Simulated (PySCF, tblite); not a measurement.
# C16H17BF2: excited states

What do calculations give for the excited states of C16H17BF2 (`CB(C)c1ccc(F)c(-c2c(C)cccc2F)c1C`)?

Programs: tblite 0.8.0 and PySCF 2.14.0, with routines of our own; each step states its level. All values are computed. Atoms count from 0.

## (1) The system as given

36 atoms, charge 0, multiplicity 1; geometry from: force field or distance geometry start.

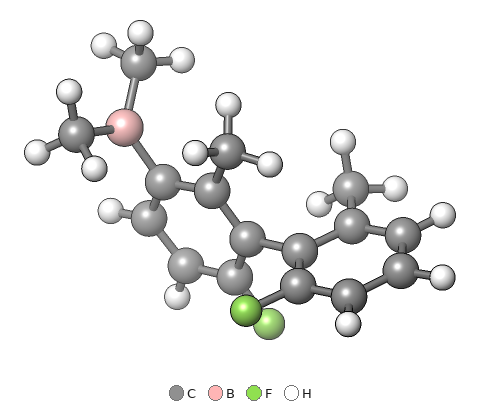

The starting geometry (carbon grey, boron pink, fluorine green, hydrogen white).

## (2) Optimising the geometry with GFN2-xTB

What the job is given:

```
{"job": {"kind": "relax", "xc": "GFN2-xTB", "basis": "xTB"}, "charge": 0, "multiplicity": 1}
C      3.729500     1.206900     0.939500
B      3.083500    -0.086100     0.305600
C      3.544800    -1.499600     0.883200
C      1.853200     0.097400    -0.638700
C      2.009100     0.144600    -2.008000
C      0.860100     0.306600    -2.772200
C     -0.395800     0.414900    -2.224600
F     -1.476800     0.573500    -3.012700
C     -0.504200     0.347900    -0.841900
C     -1.844300     0.459900    -0.253200
C     -2.552600    -0.717500    -0.068700
C     -1.899700    -1.988200    -0.472500
C     -3.820100    -0.680800     0.492600
C     -4.369500     0.547000     0.842100
C     -3.681100     1.743800     0.663100
C     -2.402400     1.684600     0.116500
F     -1.684600     2.830200    -0.088200
C      0.614800     0.183500    -0.026600
C      0.441700     0.132600     1.458000
H      4.182200     0.964300     1.926500
H      4.448200     1.587400     0.191600
H      2.883600     1.943700     1.030500
H      3.607600    -1.425200     1.994200
H      4.551800    -1.782600     0.531300
H      2.824300    -2.317900     0.636000
H      2.981900     0.065800    -2.476100
H      0.907600     0.364600    -3.864100
H     -1.348100    -2.411200     0.416300
H     -1.250500    -1.879600    -1.351600
H     -2.676100    -2.740200    -0.705900
H     -4.342800    -1.611200     0.621500
H     -5.388000     0.542600     1.282900
H     -4.126800     2.693800     0.947400
H      0.963500    -0.797700     1.829100
H      0.891800     0.994300     1.979900
H     -0.626200     0.144000     1.725100
```

The run is started by

```
OMP_NUM_THREADS=2 python excited_run.py task.json out
```

The driver reads the jobs from task.json and runs them one after another.

What it wrote:

```text
step      E/eV     max force
  0   -1458.55459    1.639
  1   -1458.80137    0.880
  2   -1458.90929    0.589
  3   -1458.96101    0.372
  4   -1458.99019    0.336
  5   -1459.00643    0.237
  6   -1459.01968    0.238
  7   -1459.02918    0.262
  8   -1459.03662    0.234
  9   -1459.04313    0.153
 10   -1459.04918    0.180
 11   -1459.05417    0.140
 12   -1459.05842    0.139
 13   -1459.06241    0.131
 14   -1459.06633    0.141
 15   -1459.07011    0.137
 16   -1459.07377    0.130
 17   -1459.07737    0.131
 18   -1459.08054    0.118
 19   -1459.08288    0.084
 20   -1459.08475    0.097
 21   -1459.08675    0.096
 22   -1459.08901    0.128
 23   -1459.09125    0.132
 24   -1459.09325    0.125
 25   -1459.09525    0.110
 26   -1459.09752    0.103
 27   -1459.09965    0.107
 28   -1459.10117    0.087
 29   -1459.10233    0.090
 30   -1459.10363    0.124
 31   -1459.10532    0.128
 32   -1459.10715    0.080
 33   -1459.10883    0.078
 34   -1459.11047    0.082
 35   -1459.11241    0.130
 36   -1459.11455    0.136
 37   -1459.11633    0.094
 38   -1459.11761    0.092
 39   -1459.11871    0.080
 40   -1459.11986    0.068
 41   -1459.12100    0.062
 42   -1459.12190    0.044
 43   -1459.12258    0.043
 44   -1459.12318    0.043
 45   -1459.12375    0.047
 46   -1459.12429    0.038
 47   -1459.12483    0.045
 48   -1459.12537    0.049
 49   -1459.12590    0.042
 50   -1459.12633    0.037
 51   -1459.12669    0.035
 52   -1459.12706    0.043
 53   -1459.12749    0.038
 54   -1459.12794    0.036
 55   -1459.12834    0.033
 56   -1459.12870    0.036
 57   -1459.12904    0.035
 58   -1459.12937    0.032
 59   -1459.12968    0.033
 60   -1459.12997    0.028
 61   -1459.13027    0.030
 62   -1459.13060    0.031
 63   -1459.13094    0.033
 64   -1459.13129    0.033
 65   -1459.13167    0.034
 66   -1459.13210    0.051
 67   -1459.13262    0.055
 68   -1459.13322    0.043
 69   -1459.13381    0.045
 70   -1459.13438    0.045
 71   -1459.13496    0.042
 72   -1459.13558    0.049
 73   -1459.13617    0.042
 74   -1459.13649    0.043
 75   -1459.13687    0.032
 76   -1459.13710    0.028
 77   -1459.13745    0.026
 78   -1459.13766    0.026
 79   -1459.13794    0.029
 80   -1459.13811    0.022
 81   -1459.13830    0.028
 82   -1459.13850    0.031
 83   -1459.13875    0.030
 84   -1459.13897    0.024
 85   -1459.13913    0.022
 86   -1459.13928    0.025
 87   -1459.13949    0.031
 88   -1459.13977    0.038
 89   -1459.14007    0.030
 90   -1459.14034    0.030
 91   -1459.14055    0.030
 92   -1459.14074    0.034
 93   -1459.14099    0.037
 94   -1459.14126    0.028
 95   -1459.14157    0.021
 96   -1459.14167    0.023
 97   -1459.14187    0.021
 98   -1459.14201    0.025
 99   -1459.14221    0.026
100   -1459.14245    0.033
101   -1459.14275    0.034
102   -1459.14306    0.031
103   -1459.14333    0.037
104   -1459.14358    0.035
105   -1459.14383    0.037
106   -1459.14405    0.035
107   -1459.14431    0.031
108   -1459.14456    0.032
109   -1459.14477    0.027
110   -1459.14498    0.025
111   -1459.14524    0.023
112   -1459.14546    0.024
113   -1459.14565    0.024
114   -1459.14583    0.028
115   -1459.14601    0.027
116   -1459.14624    0.033
117   -1459.14662    0.038
118   -1459.14719    0.038
119   -1459.14775    0.037
120   -1459.14831    0.037
121   -1459.14870    0.041
122   -1459.14883    0.063
123   -1459.14933    0.034
124   -1459.14982    0.037
125   -1459.15082    0.041
126   -1459.15149    0.050
127   -1459.15213    0.056
128   -1459.15284    0.049
129   -1459.15381    0.043
130   -1459.15417    0.043
131   -1459.15459    0.042
132   -1459.15497    0.040
133   -1459.15533    0.030
134   -1459.15568    0.047
135   -1459.15610    0.054
136   -1459.15656    0.049
137   -1459.15706    0.043
138   -1459.15747    0.036
139   -1459.15787    0.031
140   -1459.15834    0.042
141   -1459.15873    0.060
142   -1459.15924    0.042
143   -1459.15960    0.032
144   -1459.16010    0.039
145   -1459.16041    0.037
146   -1459.16102    0.048
147   -1459.16145    0.055
148   -1459.16197    0.052
149   -1459.16262    0.044
150   -1459.16349    0.046
151   -1459.16424    0.037
152   -1459.16471    0.041
153   -1459.16499    0.059
154   -1459.16541    0.043
155   -1459.16591    0.046
156   -1459.16658    0.046
157   -1459.16691    0.033
158   -1459.16742    0.039
159   -1459.16793    0.040
160   -1459.16845    0.038
161   -1459.16886    0.042
162   -1459.16917    0.036
163   -1459.16945    0.029
164   -1459.16970    0.025
165   -1459.17000    0.031
166   -1459.17017    0.028
167   -1459.17036    0.026
168   -1459.17049    0.022
169   -1459.17058    0.018
170   -1459.17066    0.016
171   -1459.17073    0.018
172   -1459.17080    0.017
173   -1459.17087    0.016
174   -1459.17094    0.015
175   -1459.17101    0.016
176   -1459.17108    0.017
177   -1459.17116    0.016
178   -1459.17123    0.016
179   -1459.17131    0.018
180   -1459.17141    0.020
181   -1459.17152    0.020
182   -1459.17165    0.022
183   -1459.17178    0.021
184   -1459.17190    0.018
185   -1459.17203    0.020
186   -1459.17216    0.022
187   -1459.17228    0.023
188   -1459.17239    0.022
189   -1459.17250    0.021
190   -1459.17262    0.020
191   -1459.17274    0.021
192   -1459.17284    0.018
193   -1459.17293    0.018
194   -1459.17302    0.017
195   -1459.17311    0.017
196   -1459.17321    0.017
197   -1459.17332    0.017
198   -1459.17342    0.016
199   -1459.17353    0.020
200   -1459.17365    0.021
201   -1459.17377    0.021
202   -1459.17390    0.024
203   -1459.17403    0.025
204   -1459.17417    0.027
205   -1459.17431    0.028
206   -1459.17445    0.021
207   -1459.17458    0.020
208   -1459.17471    0.021
209   -1459.17486    0.022
210   -1459.17503    0.020
211   -1459.17520    0.022
212   -1459.17535    0.021
213   -1459.17547    0.030
214   -1459.17559    0.025
215   -1459.17572    0.024
216   -1459.17583    0.019
217   -1459.17589    0.016
218   -1459.17594    0.013
219   -1459.17601    0.014
220   -1459.17609    0.018
221   -1459.17619    0.021
222   -1459.17628    0.021
223   -1459.17637    0.020
224   -1459.17644    0.015
225   -1459.17650    0.015
226   -1459.17655    0.014
227   -1459.17661    0.012
228   -1459.17666    0.014
229   -1459.17670    0.014
230   -1459.17673    0.012
231   -1459.17676    0.012
232   -1459.17679    0.009
```

Run time: 9.9 s. Hardware: 2 threads of Intel Xeon at 2.50GHz, shared host; peak memory 0.19 GiB.

Relaxation path: (not every step is listed)

```csv
step,energy from step 0 (eV),largest force (eV/Å)
0,0.0000,1.6392
1,-0.2468,0.8803
2,-0.3547,0.5887
3,-0.4064,0.3719
4,-0.4356,0.3357
5,-0.4518,0.2368
6,-0.4651,0.2376
7,-0.4746,0.2622
8,-0.4820,0.2345
29,-0.5477,0.0897
50,-0.5717,0.0371
71,-0.5804,0.0423
92,-0.5862,0.0340
113,-0.5911,0.0244
134,-0.6011,0.0465
155,-0.6113,0.0462
176,-0.6165,0.0168
197,-0.6187,0.0168
218,-0.6214,0.0132
227,-0.6220,0.0121
228,-0.6221,0.0136
229,-0.6221,0.0144
230,-0.6221,0.0117
231,-0.6222,0.0124
232,-0.6222,0.0088
```

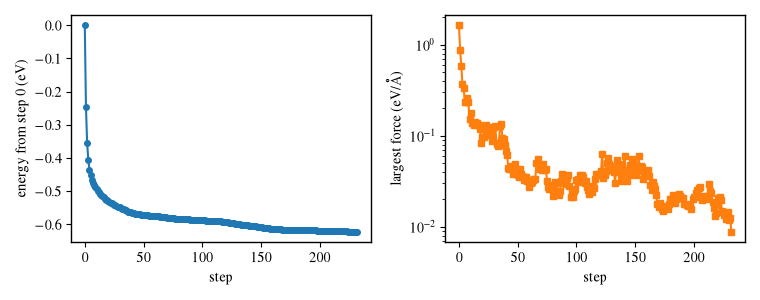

Energy and force, step by step.

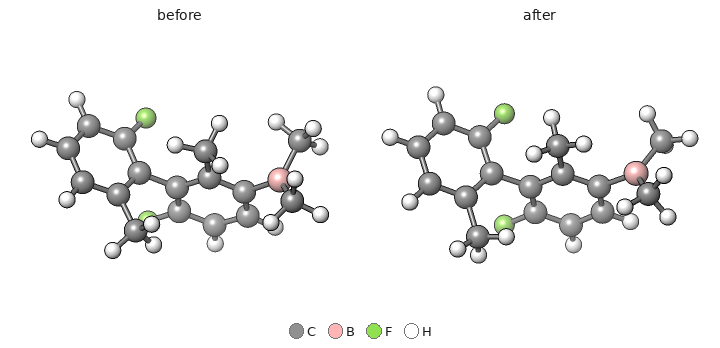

Before and after, at one scale.

Close pairs (by a distance rule), those that changed most:

| bond | before (Å) | after (Å) | change (Å) |
| --- | --- | --- | --- |
| C18–H33 | 1.129 | 1.087 | -0.043 |
| C11–H27 | 1.128 | 1.089 | -0.039 |
| C0–H21 | 1.125 | 1.090 | -0.035 |
| C2–H24 | 1.118 | 1.087 | -0.031 |
| C13–H31 | 1.110 | 1.079 | -0.031 |
| C2–H22 | 1.115 | 1.088 | -0.027 |
| C0–H19 | 1.113 | 1.087 | -0.025 |
| C11–H29 | 1.106 | 1.087 | -0.019 |

The final coordinates are the input of the step that follows.

## (3) Harmonic vibrations with GFN2-xTB

What the job is given:

```
{"job": {"kind": "ir", "xc": "GFN2-xTB", "basis": "xTB"}, "charge": 0, "multiplicity": 1}
C      4.023985     1.312896     0.728579
B      3.170263     0.013446     0.481756
C      3.624772    -1.381754     1.057613
C      1.892531     0.106239    -0.429434
C      2.047705     0.110127    -1.815263
C      0.960758     0.162640    -2.666900
C     -0.303264     0.225575    -2.117252
F     -1.374330     0.279394    -2.946717
C     -0.509313     0.241032    -0.745069
C     -1.887098     0.332553    -0.208726
C     -2.754785    -0.761539    -0.245473
C     -2.289873    -2.063627    -0.821257
C     -4.042760    -0.620719     0.253239
C     -4.481815     0.581574     0.778565
C     -3.632184     1.672165     0.821516
C     -2.350560     1.526328     0.328013
F     -1.517405     2.593010     0.369224
C      0.600573     0.176774     0.098893
C      0.392007     0.207995     1.584688
H      5.004809     1.129010     1.160348
H      4.152778     1.892767    -0.183497
H      3.485427     1.967255     1.414787
H      4.147140    -1.305528     2.008844
H      4.338031    -1.812475     0.353150
H      2.819746    -2.105194     1.161752
H      3.042445     0.062956    -2.234325
H      1.078547     0.160293    -3.738939
H     -1.293931    -2.314144    -0.458538
H     -2.239775    -1.992333    -1.907471
H     -2.975837    -2.866469    -0.563584
H     -4.713105    -1.467173     0.224847
H     -5.488476     0.671331     1.157190
H     -3.944943     2.622493     1.224031
H      1.296567    -0.095258     2.104840
H      0.140215     1.219843     1.901677
H     -0.429426    -0.445227     1.876689
```

What it wrote:

```text
mode    cm-1     km/mol
  1      20.5      0.10
  2      30.9      0.75
  3      55.0      0.13
  4      56.5      0.05
  5      62.9      1.83
  6      77.1      0.93
  7      92.3      1.98
  8     110.9      0.71
  9     122.6      0.67
 10     130.1      0.24
 11     143.2      0.24
 12     154.0      0.79
 13     187.6      0.58
 14     199.8      0.12
 15     218.6      1.30
 16     228.4      0.43
 17     301.4      2.69
 18     303.3      1.76
 19     314.3      0.23
 20     351.3      1.51
 21     375.2      3.17
 22     385.5      0.15
 23     415.0      2.94
 24     446.9      9.20
 25     461.0      5.38
 26     488.6      2.40
 27     515.8      4.19
 28     523.2      2.30
 29     525.3      0.70
 30     542.1      1.75
 31     598.5      1.45
 32     609.2      2.67
 33     654.4      7.18
 34     688.2      2.46
 35     695.4      0.46
 36     703.3      3.87
 37     732.1      7.27
 38     778.9      2.35
 39     801.0     25.02
 40     830.6     20.47
 41     845.9      0.83
 42     858.8    137.00
 43     872.9      6.42
 44     888.6      0.71
 45     910.4      0.41
 46     922.2      0.29
 47     963.3     37.85
 48     973.0     22.38
 49    1015.1     13.08
 50    1029.6      5.67
 51    1031.1      4.27
 52    1033.7     72.99
 53    1039.1     40.26
 54    1107.2     28.24
 55    1123.7     20.52
 56    1137.7    138.05
 57    1182.3     13.01
 58    1190.2     59.68
 59    1224.4     38.37
 60    1226.4      8.23
 61    1228.6      7.39
 62    1267.4    116.49
 63    1290.6     17.80
 64    1305.5     12.57
 65    1318.2      0.54
 66    1378.1     47.68
 67    1384.0     12.99
 68    1401.4      6.81
 69    1405.6      3.53
 70    1417.2      8.63
 71    1444.4     52.40
 72    1455.6     22.40
 73    1474.8      2.82
 74    1477.0      3.17
 75    1477.6      8.91
 76    1480.9     10.41
 77    1484.6     10.14
 78    1486.5      5.70
 79    1488.7      5.47
 80    1492.0      1.89
 81    1492.3      4.24
 82    1572.6     42.28
 83    1578.8     31.07
 84    1580.1     17.47
 85    1602.0     12.23
 86    2992.2      9.98
 87    2999.4     21.57
 88    3004.5     13.16
 89    3008.7     12.59
 90    3018.2     17.76
 91    3022.2     17.39
 92    3026.3     10.49
 93    3028.9     32.80
 94    3035.9     38.42
 95    3037.5     53.76
 96    3045.6     23.80
 97    3051.0     16.44
 98    3076.2     30.54
 99    3081.8     17.14
100    3094.9     40.79
101    3106.0     27.65
102    3110.6     24.75
```

Wall time 8.9 s (2 threads of Intel Xeon at 2.50GHz, shared host); peak memory 0.19 GiB.

Which atoms move in the most intense modes:

```csv
cm⁻¹,km/mol,atoms
859,137.0,"B1 29 %, H23 16 %, H21 14 %"
1034,73.0,"H35 14 %, H33 13 %, H27 11 %"
1138,138.1,B1 63 %
1190,59.7,"B1 19 %, H26 19 %"
1267,116.5,"C3 15 %, C10 14 %, C6 13 %"
1378,47.7,"H23 19 %, H22 17 %, H24 15 %, H21 12 %"
1444,52.4,
3038,53.8,"H24 64 %, H19 28 %"
```

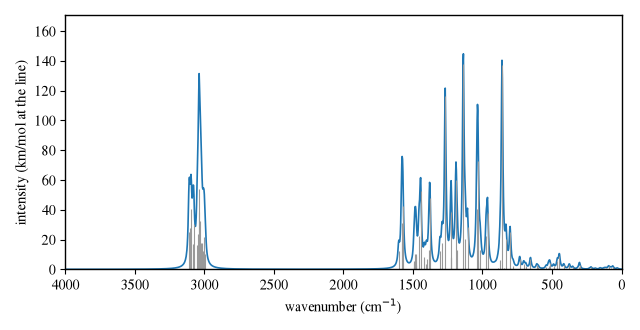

The infrared spectrum from these modes, unscaled. Lines are broadened to a width of 14 cm⁻¹ (Lorentzian).

## (4) Excited states: TDA B3LYP/def2-SVP

The job, as its differences from that of step 3:

```diff
@@ -1,2 +1,2 @@
-{"job": {"kind": "ir", "xc": "GFN2-xTB", "basis": "xTB"}, "charge": 0, "multiplicity": 1}
+{"job": {"kind": "states", "xc": "B3LYP", "basis": "def2-SVP", "tda": true, "soc": true, "nstates": 8, "ntriplets": 5, "nquad": 4}, "charge": 0, "multiplicity": 1}
 C      4.023985     1.312896     0.728579
```

Method: TDA B3LYP/def2-SVP excited states, vertical, gas phase, spin-orbit mean-field couplings.

What it wrote:

```text
coarse grid: 31176 points
cycle   1  E = -843.5441156295  dE =  2.933e+00  |g| = 8.928e-01  |ddm| = 7.711e+00
cycle   2  E = -843.4177467538  dE =  1.264e-01  |g| = 1.189e+00  |ddm| = 2.561e+00
cycle   3  E = -843.7144266437  dE = -2.967e-01  |g| = 2.270e-01  |ddm| = 1.568e+00
cycle   4  E = -843.7275918765  dE = -1.317e-02  |g| = 7.066e-02  |ddm| = 3.861e-01
cycle   5  E = -843.7286851568  dE = -1.093e-03  |g| = 3.308e-02  |ddm| = 1.234e-01
cycle   6  E = -843.7289429529  dE = -2.578e-04  |g| = 7.710e-03  |ddm| = 4.840e-02
cycle   7  E = -843.7289562452  dE = -1.329e-05  |g| = 3.433e-03  |ddm| = 1.362e-02
cycle   8  E = -843.7289595010  dE = -3.256e-06  |g| = 5.137e-04  |ddm| = 5.968e-03
final grid: 305072 points
cycle   9  E = -843.8811988428  dE = -1.138e-04  |g| = 1.111e-02  |ddm| = 1.076e-01
cycle  10  E = -843.8811775388  dE =  2.130e-05  |g| = 1.542e-02  |ddm| = 3.292e-02
cycle  11  E = -843.8812265536  dE = -4.901e-05  |g| = 1.824e-03  |ddm| = 2.221e-02
cycle  12  E = -843.8812272435  dE = -6.899e-07  |g| = 3.419e-04  |ddm| = 3.011e-03
cycle  13  E = -843.8812272588  dE = -1.533e-08  |g| = 2.426e-04  |ddm| = 7.037e-04
cycle  14  E = -843.8812272745  dE = -1.575e-08  |g| = 4.267e-05  |ddm| = 3.923e-04
cycle  15  E = -843.8812272749  dE = -3.938e-10  |g| = 2.224e-05  |ddm| = 8.410e-05
converged SCF energy = -843.8812272749

Singlet excitations
state   eV       nm        f     d(h-e)  d(exc)  Lambda  PR(NTO)  |dmu|/D   mu/D   main configurations
  1   4.7124   263.1   0.01647   2.269   3.750   0.526   1.011    7.586    6.482   H->L 0.83, H->L+1 0.09
  2   5.0512   245.5   0.01255   0.622   3.821   0.565   2.001    1.781    1.316   H->L+1 0.50, H-1->L 0.20, H-2->L 0.12
  3   5.2293   237.1   0.05711   0.966   4.075   0.571   1.806    3.351    2.689   H-1->L 0.47, H->L+1 0.11
  4   5.3140   233.3   0.02503   0.985   4.149   0.584   2.284    3.157    2.308   H-2->L 0.35, H-1->L+1 0.19, H->L+1 0.14
  5   5.5407   223.8   0.00509   2.703   5.691   0.588   2.175                     H-1->L+1 0.24, H-1->L 0.17, H-2->L 0.15
  6   5.5701   222.6   0.01974   0.763   5.077   0.615   2.923                     H->L+2 0.24, H->L+3 0.21, H-2->L 0.21
  7   5.6197   220.6   0.06501   0.790   4.432   0.692   1.997                     H-2->L+1 0.44, H-1->L+1 0.13
  8   5.6645   218.9   0.00239   2.324   5.347   0.568   1.837                     H-3->L 0.60, H-2->L+1 0.10

Triplet excitations (Tamm-Dancoff)
state   eV     d(h-e)  d(exc)  Lambda  PR(NTO)   main configurations
  1   4.0314   0.133   2.807   0.665   2.477   H->L 0.23, H->L+4 0.16, H-2->L+1 0.13
  2   4.1643   0.042   2.605   0.734   2.975   H-2->L+2 0.21, H-1->L+3 0.17, H-3->L+1 0.16
  3   4.3846   0.319   3.041   0.616   1.144   H->L+1 0.38, H->L 0.20, H->L+3 0.14
  4   4.5241   0.876   3.212   0.611   2.274   H->L 0.26, H->L+1 0.22, H-1->L 0.14
  5   4.5774   0.314   2.963   0.670   1.470   H-2->L+1 0.20, H-1->L+1 0.16, H-1->L+3 0.13
S1 - T1 = 0.6810 eV

Spin-orbit couplings |<S|Hso|T>| (cm-1)
             T1       T2       T3       T4       T5
S0        0.407    0.362    0.296    0.935    0.255
S1        0.539    0.620    1.461    0.661    0.193
S2        0.457    0.414    0.417    0.359    0.289
S3        0.669    0.188    0.731    0.562    0.398
S4        0.858    0.151    0.928    0.521    0.099
S5        0.307    0.278    0.174    1.102    0.778
S6        0.683    0.352    0.383    0.631    0.293
S7        0.709    0.788    0.342    0.798    0.635
S8        0.602    0.325    0.939    0.710    0.409
T1 sublevels (cm-1): 0.000 0.000 0.000   radiative rates (1/s): 0.0198 0.115 0.0696
```

It took 4.7 min on 2 threads of Intel Xeon at 2.50GHz, shared host; peak memory 2 GiB.

From this job:

```
  quantity    value
S1 less T1  0.68 eV
```

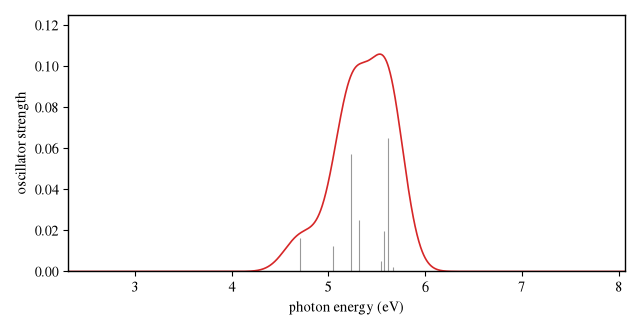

Absorption lines of the singlets. Lines are broadened to a width of 0.40 eV (Gaussian).

## (5) Outcome

```
                                 quantity                  value
strongest single infrared mode (GFN2-xTB)  1138 cm⁻¹, 138 km/mol
             zero-point energy (GFN2-xTB)         176.2 kcal/mol
  S1 less T1 (step 4, TDA B3LYP/def2-SVP)                0.68 eV
```

In words: All 102 modes are real, so the xTB geometry is a minimum. The strongest single mode, at 1138 cm⁻¹, moves mainly B1. Unscaled tight-binding wavenumbers are off by several per cent, some by more. Its intensities can rank the bands wrongly. In step 4, the number of triplets below S1 is at least 5, and the largest singlet-triplet spin-orbit coupling is S1–T3, 1.46 cm⁻¹.
